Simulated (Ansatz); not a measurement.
**CH4Si (SMILES [CH][SiH3]) at UB3LYP/STO-3G**

What is the electronic atomisation energy of CH4Si at UB3LYP/STO-3G? 

Program for the calculation: Ansatz 0.2.0.

40 further runs of the same task are left out: 40 set aside as unsound or not needed.

### Step 1. The structure to begin with

The species is CH4Si (6 atoms), meant as a triplet with charge 0. SMILES: `[CH][SiH3]`. The coordinates come from a GFN2-xTB relaxation.

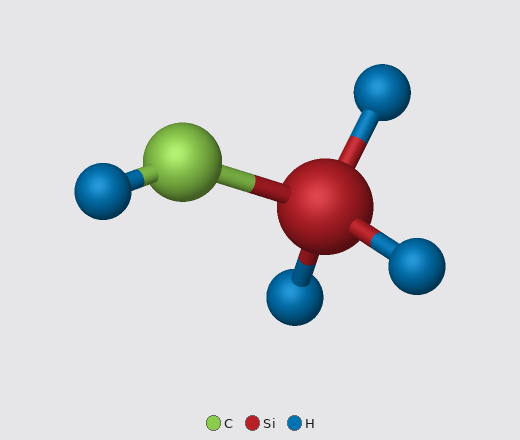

The structure, seen from a chosen angle (carbon green, silicon red, hydrogen blue).

### Step 2. The energy at UB3LYP/STO-3G

in.yaml reads:

```yaml
crystal:
  periodic: [false, false, false]
  atoms:
    - {symbol: C, position_ang: [0.667310, -0.852170, 0.734600]}
    - {symbol: Si, position_ang: [-0.258900, 0.404300, -0.178590]}
    - {symbol: H, position_ang: [1.137890, -1.813490, 0.730980]}
    - {symbol: H, position_ang: [-1.544120, -0.143200, -0.644620]}
    - {symbol: H, position_ang: [0.511450, 0.860970, -1.347520]}
    - {symbol: H, position_ang: [-0.513620, 1.543590, 0.705170]}
basis:
  gaussian:
    orbitals: STO-3G
total_charge: 0
magnetization:
  spin_polarized: true
  initial_magnetization: 2
hamiltonian:
  xc: {name: B3LYP}
accuracy: high
```

Command:

```console
$ ansatz run in.yaml --threads 1 --pin off --max-ram 2610MiB --events-out events.jsonl --progress --plain --runs-dir runs
```

Log:

```text
Warning: RAYON_NUM_THREADS=1 ignored (pool sized by the plan → 1); use --threads N
Functional definition: B3LYP
  name "B3LYP"
  parameter a0 = 0.2
  parameter ax = 0.72
  parameter ac = 0.81
  exchange = (1 - a0 - ax)*slater_x + ax*b88_x + a0*exact_x
  correlation = (1 - ac)*vwn_rpa_c + ac*lyp_c
311 factors; integrals over basis functions are off by at most 7.9e-9 eV
mean field evaluation 1: about -8870.4432 eV, gradient 1.1e1 eV
mean field evaluation 2: about -8871.1200 eV, gradient 6.8e0 eV
mean field evaluation 4: about -8871.4421 eV, gradient 1.2e-1 eV
mean field evaluation 8: about -8871.3905 eV, gradient 1.3e-3 eV
mean field evaluation 16: about -8871.3905 eV, gradient 2.6e-7 eV
mean field -8871.39049321 eV, -326.0175873810 hartree, gradient 4.5e-8 eV, S^2 2.009006; 0 other end points of the search recorded, 0 dependent functions left out
reference -8871.39052067 eV, -326.0175883903 hartree; 13, 11 occupied and 5, 7 virtual orbitals, 311 factors
Total energy: -8871.39052067 eV, -326.0175883903 hartree
```

Wall time 1.9 s (1 thread of Arm Neoverse V1, shared host); peak memory 0.13 GiB.

### Step 3. The C atom

run.yaml reads:

```yaml
crystal:
  periodic: [false, false, false]
  atoms:
    - {symbol: C, position_ang: [0.000000, 0.000000, 0.000000]}
basis:
  gaussian:
    orbitals: STO-3G
magnetization:
  spin_polarized: true
  initial_magnetization: 2
hamiltonian:
  xc: {name: B3LYP}
accuracy: high
```

Command:

```console
$ ansatz run run.yaml --threads 1 --pin off --max-ram 2610MiB --events-out events.jsonl --progress --plain --runs-dir runs
```

Log, shortened:

```text
Warning: RAYON_NUM_THREADS=1 ignored (pool sized by the plan → 1); use --threads N
[... 7 set-up lines as earlier in the session ...]
15 factors; integrals over basis functions are off by at most 9.8e-10 eV
mean field evaluation 1: about -1016.4104 eV, gradient 5.2e-13 eV
mean field evaluation 2: about -1016.4105 eV, gradient 5.2e-12 eV
mean field -1016.41048130 eV, -37.3523962402 hartree, gradient 0.0e0 eV, S^2 2.000000; 0 other end points of the search recorded, 0 dependent functions left out
reference -1016.41049440 eV, -37.3523967214 hartree; 4, 2 occupied and 1, 3 virtual orbitals, 15 factors
Total energy: -1016.41049440 eV, -37.3523967214 hartree
```

Run time: 0.16 s. Hardware: 1 thread of Arm Neoverse V1, shared host.

### Step 4. The H atom at the same level

input.yaml reads:

```yaml
crystal:
  periodic: [false, false, false]
  atoms:
    - {symbol: H, position_ang: [0.000000, 0.000000, 0.000000]}
basis:
  gaussian:
    orbitals: STO-3G
total_charge: 0
magnetization:
  spin_polarized: true
  initial_magnetization: 1
hamiltonian:
  xc: {name: B3LYP}
accuracy: high
```

Command:

```console
$ ansatz run input.yaml --threads 1 --pin off --max-ram 2610MiB --events-out events.jsonl --progress --plain --runs-dir runs
```

Log, shortened:

```text
Warning: RAYON_NUM_THREADS=1 ignored (pool sized by the plan → 1); use --threads N
[... 7 set-up lines as earlier in the session ...]
1 factors; integrals over basis functions are off by at most 4.6e-10 eV
mean field evaluation 1: about -12.7222 eV, gradient 0.0e0 eV
mean field evaluation 2: about -12.7222 eV, gradient 0.0e0 eV
mean field -12.72219657 eV, -0.4675321004 hartree, gradient 0.0e0 eV, S^2 0.750000; 0 other end points of the search recorded, 0 dependent functions left out
reference -12.72220983 eV, -0.4675325880 hartree; 1, 0 occupied and 0, 1 virtual orbitals, 1 factors
Total energy: -12.72220983 eV, -0.4675325880 hartree
```

Wall time 0.08 s (1 thread of Arm Neoverse V1, shared host).

### Step 5. The Si atom

molecule.yaml reads:

```yaml
crystal:
  periodic: [false, false, false]
  atoms:
    - {symbol: Si, position_ang: [0.000000, 0.000000, 0.000000]}
basis:
  gaussian:
    orbitals: STO-3G
accuracy: high
hamiltonian:
  xc: {name: B3LYP}
magnetization:
  spin_polarized: true
  initial_magnetization: 2
```

Command:

```console
$ ansatz run molecule.yaml --threads 1 --pin off --max-ram 2610MiB --events-out events.jsonl --progress --plain --runs-dir runs
```

Log, shortened:

```text
Warning: RAYON_NUM_THREADS=1 ignored (pool sized by the plan → 1); use --threads N
[... 7 set-up lines as earlier in the session ...]
42 factors; integrals over basis functions are off by at most 2.5e-9 eV
mean field evaluation 1: about -7780.8809 eV, gradient 2.5e-1 eV
mean field evaluation 2: about -7780.8810 eV, gradient 1.3e-2 eV
mean field evaluation 4: about -7780.8806 eV, gradient 8.4e-4 eV
mean field evaluation 8: about -7780.8806 eV, gradient 5.0e-9 eV
mean field -7780.88062209 eV, -285.9420887916 hartree, gradient 5.0e-9 eV, S^2 2.000001; 0 other end points of the search recorded, 0 dependent functions left out
reference -7780.88064237 eV, -285.9420895369 hartree; 8, 6 occupied and 1, 3 virtual orbitals, 42 factors
Total energy: -7780.88064237 eV, -285.9420895369 hartree
```

It took 0.4 s on 1 thread of Arm Neoverse V1, shared host.

### Step 6. What came out

At UB3LYP/STO-3G:

| quantity | value |
| --- | --- |
| molecule: total energy | -326.01759 Eh |
| molecule: ⟨S²⟩ | 2.009 |
| C atom: total energy | -37.35240 Eh |
| C atom: ⟨S²⟩ | 2.000 |
| H atom: total energy | -0.46753 Eh |
| H atom: ⟨S²⟩ | 0.750 |
| Si atom: total energy | -285.94209 Eh |
| Si atom: ⟨S²⟩ | 2.000 |
| electronic atomisation energy | 23.211 eV |

Taking the molecule apart into free atoms costs 23.21 eV (2239 kJ/mol), before zero-point energy and without spin-orbit coupling. In a minimal basis such a difference can be off by several eV, whatever the method.
